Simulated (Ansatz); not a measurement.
# BAsH$_{6}$S: geometry relaxation (part 2 of 2)

BAsH$_{6}$S; RKS PBE0-D4/def2-TZVP (Ansatz 0.2.0). The geometry is a transition state displaced along its imaginary mode. The reaction was set up to form B1–As6 and S2–H5 and to break B1–S2 and H5–As6 (atoms counted from 1 in the order of the input); sticks are drawn by distance alone.

Geometry of the input (Å):
```
B  -0.5472  0.0065  -0.7660
S  0.3980  1.5534  -1.0414
H  -0.2456  -0.9696  -1.4423
H  -1.7377  0.2392  -0.6358
H  0.1304  0.2772  0.2762
As -0.3350  -1.0507  1.2049
H  1.6209  1.0108  -1.2092
H  -0.4633  0.0653  2.2352
H  1.1794  -1.1321  1.3782
```

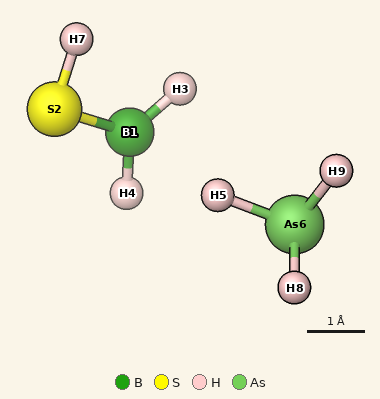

Figure 1. The geometry at step 30 of the log (ball-and-stick view, seen at a tilt; atoms are numbered from 1 in the order of the input).

## Trajectory as extended XYZ, continued
```
9
Properties=species:S:1:pos:R:3:forces:R:3 step=3 energy=-72438.51144
B    -0.5206    0.0446   -0.8114    0.0757   0.5746  -0.5511
S     0.3920    1.6626   -1.2484   -0.1596  -0.2620   0.0540
H    -0.1925   -0.9355   -1.4049    0.0744  -0.0970   0.0297
H    -1.6837    0.2700   -0.6610   -0.0580  -0.0206   0.0436
H     0.1564    0.2260    0.3681   -0.0366  -0.4438   0.5531
As   -0.3741   -1.0898    1.2884    0.1921   0.2726  -0.0640
H     1.6117    1.1493   -1.4825   -0.0469  -0.0275  -0.0161
H    -0.5099   -0.0422    2.3951    0.0519  -0.0359  -0.0592
H     1.1205   -1.2851    1.5565   -0.0930   0.0396   0.0100
9
Properties=species:S:1:pos:R:3:forces:R:3 step=6 energy=-72438.77940
B    -0.5123    0.2291   -1.0914   -0.1466   0.3447  -0.7836
S     0.4114    1.7892   -1.3543    0.0231  -0.9015  -0.0173
H    -0.0841   -0.8047   -1.5377    0.0530   0.2333   0.2308
H    -1.6977    0.3042   -0.8708    0.3950   0.1379   0.1563
H     0.0030   -0.0523    0.5425    0.1769   0.2690  -0.0028
As   -0.3555   -1.1284    1.5659   -0.1091  -0.4987   0.4248
H     1.5523    1.2055   -1.8140   -0.3477   0.2817   0.1805
H    -0.4337   -0.1182    2.7066    0.0363   0.0467  -0.1155
H     1.1166   -1.4244    1.8530   -0.0810   0.0871  -0.0733
9
Properties=species:S:1:pos:R:3:forces:R:3 step=8 energy=-72438.68745 accepted=F
B    -0.5449    0.2259   -1.2558   -0.4522  -0.2050   0.5008
S     0.3573    1.6961   -1.4004    0.4834   1.3191   0.0288
H    -0.0759   -0.7760   -1.6204   -0.0029  -0.6866  -0.1824
H    -1.6234    0.3951   -0.7905   -0.3182  -0.1903  -0.3478
H    -0.0276   -0.0823    0.6160   -0.4441  -1.0947   0.6419
As   -0.3679   -1.2470    1.6965    0.3268   1.3134  -1.0064
H     1.5600    1.2169   -1.7234    0.1949  -0.1121  -0.2439
H    -0.4134   -0.0709    2.6608   -0.0006  -0.1588   0.3242
H     1.1357   -1.3577    1.8170    0.2128  -0.1850   0.2847
9
Properties=species:S:1:pos:R:3:forces:R:3 step=11 energy=-72438.94979 accepted=F
B    -0.5530    0.3213   -1.4968    0.0627   0.0648   0.0479
S     0.4378    1.7855   -1.4401   -0.1670   0.1547  -0.1243
H    -0.1235   -0.7327   -1.8378    0.0343  -0.0083  -0.1191
H    -1.6863    0.4694   -1.1621   -0.0071  -0.0162   0.0758
H    -0.1927   -0.2829    0.8455    0.0159  -0.0655   0.0784
As   -0.3177   -1.2892    1.9878   -0.0423   0.0091  -0.0526
H     1.5732    1.3555   -2.0104    0.0775  -0.1687   0.0869
H    -0.3296   -0.1767    3.0248    0.0140   0.0077   0.0128
H     1.1916   -1.4501    2.0889    0.0120   0.0223  -0.0059
9
Properties=species:S:1:pos:R:3:forces:R:3 step=13 energy=-72438.97030
B    -0.5652    0.3525   -1.5296    0.0455  -0.0437   0.0193
S     0.3995    1.8308   -1.5488   -0.0085   0.0445  -0.0175
H    -0.1076   -0.6930   -1.8689   -0.0044   0.0047  -0.0137
H    -1.6906    0.4695   -1.1622   -0.0509   0.0152  -0.0013
H    -0.1077   -0.2803    0.8880    0.0067  -0.0040   0.0061
As   -0.3208   -1.2986    2.0002   -0.0176  -0.0063  -0.0007
H     1.5589    1.3263   -2.0032    0.0152  -0.0110  -0.0007
H    -0.3441   -0.2043    3.0572    0.0024  -0.0004   0.0070
H     1.1775   -1.5030    2.1672    0.0115   0.0010   0.0015
9
Properties=species:S:1:pos:R:3:forces:R:3 step=16 energy=-72438.97149
B    -0.5654    0.3698   -1.5637   -0.0039  -0.0022  -0.0025
S     0.3914    1.8535   -1.6095    0.0136  -0.0085  -0.0107
H    -0.1019   -0.6773   -1.8899   -0.0065   0.0023   0.0064
H    -1.6948    0.4899   -1.2020    0.0053  -0.0024  -0.0008
H    -0.0899   -0.2918    0.9415    0.0019   0.0042   0.0022
As   -0.3212   -1.3184    2.0421    0.0048  -0.0008   0.0003
H     1.5538    1.3430   -2.0531   -0.0102   0.0108   0.0087
H    -0.3471   -0.2361    3.1118   -0.0021  -0.0003  -0.0020
H     1.1750   -1.5327    2.2228   -0.0028  -0.0031  -0.0015
9
Properties=species:S:1:pos:R:3:forces:R:3 step=18 energy=-72438.97192
B    -0.5682    0.3736   -1.5680   -0.0502  -0.0242   0.0136
S     0.3734    1.8632   -1.6637    0.0239   0.0182  -0.0055
H    -0.0934   -0.6803   -1.8514    0.0013  -0.0058  -0.0006
H    -1.7017    0.4940   -1.2157    0.0340   0.0008  -0.0095
H    -0.0151   -0.2329    0.9749   -0.0175  -0.0666   0.0765
As   -0.3255   -1.3101    2.0143    0.0515   0.0915  -0.0383
H     1.5445    1.3496   -2.0799   -0.0099   0.0073   0.0048
H    -0.3701   -0.2814    3.1377   -0.0053  -0.0211  -0.0301
H     1.1560   -1.5756    2.2517   -0.0277  -0.0001  -0.0110
9
Properties=species:S:1:pos:R:3:forces:R:3 step=20 energy=-72438.97304
B    -0.5703    0.3606   -1.5545    0.0312   0.0060  -0.0084
S     0.3652    1.8560   -1.6647   -0.0044  -0.0260  -0.0063
H    -0.0897   -0.6956   -1.8231   -0.0072   0.0168   0.0029
H    -1.7034    0.4827   -1.2089   -0.0164  -0.0031   0.0061
H     0.0275   -0.1669    0.9920    0.0066  -0.0220   0.0158
As   -0.3280   -1.2836    1.9668    0.0218   0.0415   0.0168
H     1.5401    1.3439   -2.0709   -0.0041   0.0044   0.0039
H    -0.3819   -0.3047    3.1329   -0.0076  -0.0240  -0.0153
H     1.1403   -1.5923    2.2304   -0.0200   0.0064  -0.0154
9
Properties=species:S:1:pos:R:3:forces:R:3 step=23 energy=-72438.97341
B    -0.5717    0.3588   -1.5568    0.0249  -0.0049   0.0166
S     0.3627    1.8537   -1.6698   -0.0122   0.0010  -0.0054
H    -0.0880   -0.6970   -1.8193   -0.0071   0.0044  -0.0070
H    -1.7046    0.4784   -1.2084   -0.0080   0.0023  -0.0060
H     0.0470   -0.1480    1.0040   -0.0066   0.0024   0.0119
As   -0.3298   -1.2739    1.9584    0.0119   0.0081  -0.0071
H     1.5389    1.3432   -2.0732    0.0015  -0.0043  -0.0004
H    -0.3887   -0.3175    3.1413    0.0032  -0.0044  -0.0079
H     1.1339   -1.5976    2.2237   -0.0075  -0.0046   0.0054
9
Properties=species:S:1:pos:R:3:forces:R:3 step=25 energy=-72438.97400 accepted=F
B    -0.5729    0.3444   -1.5550    0.0151  -0.0083   0.0147
S     0.3413    1.8472   -1.7149   -0.0237   0.0206   0.0108
H    -0.0741   -0.7113   -1.7862   -0.0035  -0.0064  -0.0015
H    -1.7077    0.4571   -1.2091    0.0028   0.0070  -0.0143
H     0.1484   -0.0088    1.0896   -0.0440  -0.1362   0.0953
As   -0.3365   -1.2222    1.8905    0.0927   0.1845   0.0260
H     1.5270    1.3412   -2.0936    0.0088  -0.0138  -0.0131
H    -0.4184   -0.3975    3.1743   -0.0091  -0.0573  -0.0913
H     1.0928   -1.6501    2.2042   -0.0389   0.0099  -0.0266
9
Properties=species:S:1:pos:R:3:forces:R:3 step=28 energy=-72438.97577
B    -0.5711    0.3385   -1.5637    0.0026  -0.0064   0.0383
S     0.3332    1.8458   -1.7362   -0.0051  -0.0025  -0.0121
H    -0.0665   -0.7181   -1.7790   -0.0037   0.0055  -0.0138
H    -1.7060    0.4495   -1.2175    0.0008   0.0011  -0.0144
H     0.1929    0.0534    1.1607   -0.0317  -0.0907   0.0481
As   -0.3381   -1.1921    1.8706    0.0625   0.1292   0.0310
H     1.5186    1.3417   -2.1204    0.0042   0.0008   0.0006
H    -0.4355   -0.4452    3.1983   -0.0030  -0.0457  -0.0648
H     1.0725   -1.6735    2.1872   -0.0267   0.0087  -0.0128
9
Properties=species:S:1:pos:R:3:forces:R:3 step=30 energy=-72438.97670
B    -0.5716    0.3334   -1.5629    0.0021   0.0103  -0.0068
S     0.3296    1.8420   -1.7471   -0.0048  -0.0170  -0.0006
H    -0.0662   -0.7230   -1.7780    0.0000   0.0039   0.0032
H    -1.7079    0.4450   -1.2222    0.0030  -0.0005   0.0008
H     0.2225    0.0912    1.2002   -0.0299  -0.0564   0.0404
As   -0.3361   -1.1695    1.8556    0.0479   0.0783   0.0150
H     1.5164    1.3382   -2.1282   -0.0021   0.0016   0.0024
H    -0.4501   -0.4767    3.2094    0.0071  -0.0240  -0.0522
H     1.0633   -1.6806    2.1730   -0.0234   0.0038  -0.0022
9
Properties=species:S:1:pos:R:3:forces:R:3 step=33 energy=-72438.97684 accepted=F
B    -0.5996    0.3044   -1.6054    0.0515   0.0425   0.0396
S     0.3203    1.8083   -1.7449   -0.0164  -0.0382  -0.0063
H    -0.0931   -0.7514   -1.8171   -0.0106  -0.0099  -0.0182
H    -1.7398    0.4216   -1.2822   -0.0158  -0.0019  -0.0208
H     0.3761    0.2853    1.4256   -0.1096  -0.2435   0.0770
As   -0.3033   -1.0475    1.7804    0.1411   0.2842   0.1824
H     1.5120    1.3008   -2.1067   -0.0154   0.0011   0.0050
H    -0.5050   -0.6161    3.2400    0.0165  -0.0608  -0.2296
H     1.0322   -1.7054    2.1101   -0.0412   0.0265  -0.0292
9
Properties=species:S:1:pos:R:3:forces:R:3 step=35 energy=-72438.97886
B    -0.5896    0.3179   -1.5885    0.0131   0.0100   0.0095
S     0.3237    1.8226   -1.7415   -0.0068  -0.0109  -0.0044
H    -0.0847   -0.7388   -1.8023   -0.0037  -0.0009  -0.0051
H    -1.7298    0.4330   -1.2634   -0.0040  -0.0008  -0.0052
H     0.3134    0.1972    1.3246   -0.0002  -0.0111   0.0101
As   -0.3139   -1.1014    1.8127    0.0092   0.0214   0.0096
H     1.5137    1.3166   -2.1096   -0.0025  -0.0008   0.0039
H    -0.4800   -0.5512    3.2225   -0.0031  -0.0073  -0.0137
H     1.0471   -1.6958    2.1454   -0.0021   0.0004  -0.0047
9
Properties=species:S:1:pos:R:3:forces:R:3 step=38 energy=-72438.98453
B    -0.6279    0.2902   -1.6240   -0.0676  -0.0500   0.0043
S     0.3097    1.7839   -1.6989    0.0126   0.0330   0.0112
H    -0.1325   -0.7680   -1.8529    0.0033   0.0067  -0.0004
H    -1.7816    0.4126   -1.3474    0.0331   0.0012  -0.0100
H     0.4928    0.3368    1.5162   -0.0925  -0.1653   0.0360
As   -0.2563   -0.9810    1.7374    0.1313   0.2034   0.0990
H     1.5075    1.2716   -2.0286    0.0098  -0.0045  -0.0034
H    -0.5434   -0.6334    3.1988    0.0238  -0.0449  -0.1295
H     1.0315   -1.7127    2.0993   -0.0538   0.0204  -0.0071
9
Properties=species:S:1:pos:R:3:forces:R:3 step=40 energy=-72439.00071
B    -0.6540    0.2489   -1.6063   -0.0115  -0.0044   0.0145
S     0.2960    1.7432   -1.6431   -0.0331  -0.0267   0.0227
H    -0.1600   -0.8073   -1.8474   -0.0011   0.0136  -0.0084
H    -1.8138    0.3761   -1.3615    0.0229   0.0022  -0.0135
H     0.6435    0.4447    1.6767   -0.0358  -0.0906   0.0412
As   -0.1917   -0.8302    1.6325    0.0606   0.0706   0.0859
H     1.4988    1.2282   -1.9484    0.0113  -0.0104  -0.0089
H    -0.6145   -0.6941    3.0930    0.0084   0.0118  -0.0968
H     0.9957   -1.7096    2.0046   -0.0218   0.0340  -0.0367
9
Properties=species:S:1:pos:R:3:forces:R:3 step=42 energy=-72439.01600
B    -0.6613    0.1961   -1.5257   -0.0186  -0.0435  -0.0014
S     0.2760    1.6988   -1.6091    0.0698   0.0500   0.0383
H    -0.1680   -0.8513   -1.7985   -0.0025  -0.0293   0.0172
H    -1.8213    0.3224   -1.2892   -0.0167  -0.0085  -0.0078
H     0.7927    0.5294    1.8680   -0.1612  -0.2265  -0.0199
As   -0.1185   -0.6479    1.4979    0.1345   0.0984   0.2741
H     1.4855    1.1828   -1.8915   -0.0299   0.0134  -0.0315
H    -0.7272   -0.7417    2.9020    0.0545   0.0691  -0.1963
H     0.9420   -1.6886    1.8460   -0.0299   0.0769  -0.0728
9
Properties=species:S:1:pos:R:3:forces:R:3 step=45 energy=-72439.03801
B    -0.6051    0.1181   -1.2411    0.0886   0.0941   0.1864
S     0.2969    1.6541   -1.5571    0.1255  -0.0759  -0.1384
H    -0.1338   -0.9293   -1.5579   -0.0314  -0.0384  -0.0661
H    -1.7712    0.2488   -1.0269   -0.0013  -0.0084  -0.0312
H     0.8301    0.5751    2.0176   -0.1559  -0.1183  -0.1194
As   -0.0658   -0.4262    1.2911    0.0697  -0.1321   0.4082
H     1.4734    1.1377   -1.9741   -0.1798   0.0453   0.1088
H    -0.9028   -0.7774    2.5331    0.1150   0.1352  -0.2705
H     0.8783   -1.6011    1.5151   -0.0305   0.0985  -0.0778
9
Properties=species:S:1:pos:R:3:forces:R:3 step=47 energy=-72439.11428
B    -0.5627    0.0675   -0.9605    0.2014  -0.1063   0.2364
S     0.3038    1.6123   -1.5012    0.1805   0.0862  -0.1487
H    -0.1589   -0.9767   -1.3986   -0.1578   0.0258  -0.1601
H    -1.7420    0.2165   -0.8174   -0.0754  -0.0221  -0.0833
H     0.7998    0.6468    1.9592   -0.2224  -0.2029  -0.2761
As    0.0051   -0.3523    1.1147   -0.1020  -0.0773   0.7763
H     1.4751    1.0716   -1.8926   -0.1447   0.0454   0.0641
H    -1.0411   -0.7377    2.1886    0.3921   0.1300  -0.4145
H     0.9208   -1.5479    1.3078   -0.0716   0.1212   0.0058
9
Properties=species:S:1:pos:R:3:forces:R:3 step=50 energy=-72439.18644
B    -0.5826    0.0805   -0.8816   -0.1705  -0.1467  -0.2002
S     0.5083    1.5120   -1.4131    0.0828  -0.0627  -0.0502
H    -0.4956   -0.9758   -1.4646    0.0436   0.1923   0.0289
H    -1.7171    0.4551   -0.6995    0.0923   0.0117  -0.0004
H     0.4104    0.8253    1.8792   -0.0914  -0.2213  -0.0403
As   -0.0044   -0.3935    1.0796    0.3855  -0.0692   0.3354
H     1.5811    0.8415   -1.8737   -0.1124  -0.0203   0.0621
H    -0.9303   -1.0777    2.0692    0.0458   0.0533  -0.0481
H     1.2300   -1.2676    1.3046   -0.2756   0.2628  -0.0871
9
Properties=species:S:1:pos:R:3:forces:R:3 step=52 energy=-72439.21359
B    -0.6234    0.1062   -0.8958   -0.1905  -0.1007   0.0469
S     0.5991    1.4406   -1.3790    0.1447  -0.0071  -0.1564
H    -0.6042   -0.9422   -1.4982    0.0604   0.1663   0.1183
H    -1.7258    0.5674   -0.6993    0.1676  -0.0378  -0.0055
H     0.2386    0.8377    1.9508   -0.0400  -0.1728  -0.1130
As   -0.0042   -0.3752    1.0782    0.0914  -0.1023   0.1222
H     1.5976    0.6539   -1.8228   -0.0792   0.0558   0.0367
H    -0.8248   -1.2265    2.0376    0.1180   0.0404  -0.0249
H     1.3470   -1.0618    1.2285   -0.2724   0.1582  -0.0242
9
Properties=species:S:1:pos:R:3:forces:R:3 step=55 energy=-72439.23039
B    -0.6342    0.1343   -0.8830   -0.0048   0.0041  -0.0026
S     0.6552    1.4001   -1.3990    0.0007  -0.0052  -0.0071
H    -0.6348   -0.9139   -1.4683   -0.0104  -0.0030   0.0011
H    -1.7078    0.6432   -0.7001   -0.0010   0.0001   0.0018
H     0.1205    0.8118    1.9987   -0.0051   0.0056   0.0036
As   -0.0269   -0.3701    1.0812    0.0078  -0.0051  -0.0026
H     1.5950    0.5471   -1.8354    0.0130   0.0080   0.0031
H    -0.7359   -1.3280    2.0197    0.0007  -0.0029   0.0041
H     1.3689   -0.9243    1.1861   -0.0009  -0.0015  -0.0014
9
Properties=species:S:1:pos:R:3:forces:R:3 step=57 energy=-72439.23064
B    -0.6376    0.1340   -0.8851   -0.0041   0.0008   0.0028
S     0.6551    1.3953   -1.4042    0.0000  -0.0033  -0.0003
H    -0.6498   -0.9151   -1.4686    0.0009  -0.0012  -0.0013
H    -1.7072    0.6505   -0.6986    0.0034   0.0013  -0.0002
H     0.1129    0.8121    1.9975   -0.0009   0.0002  -0.0003
As   -0.0263   -0.3702    1.0789   -0.0001   0.0004  -0.0003
H     1.6058    0.5431   -1.8192   -0.0001   0.0019   0.0002
H    -0.7262   -1.3344    2.0182   -0.0004  -0.0002  -0.0001
H     1.3732   -0.9152    1.1809    0.0013   0.0001  -0.0005
```

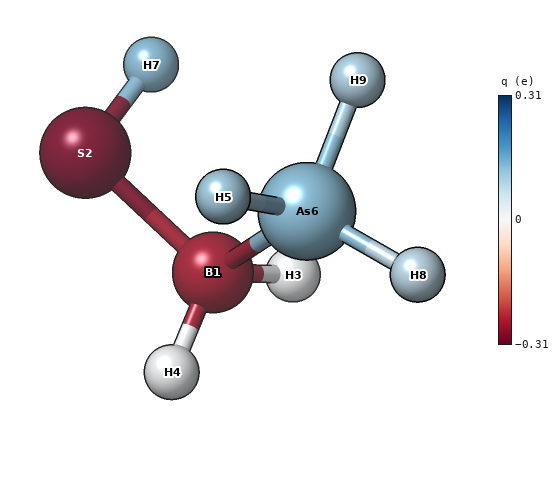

Figure 2. Mulliken charges, as the colour of each atom (ball-and-stick view, seen at a tilt; atoms are numbered from 1 in the order of the input). By element: B −0.26, S −0.30, H +0.01 to +0.14 and As +0.13 e.
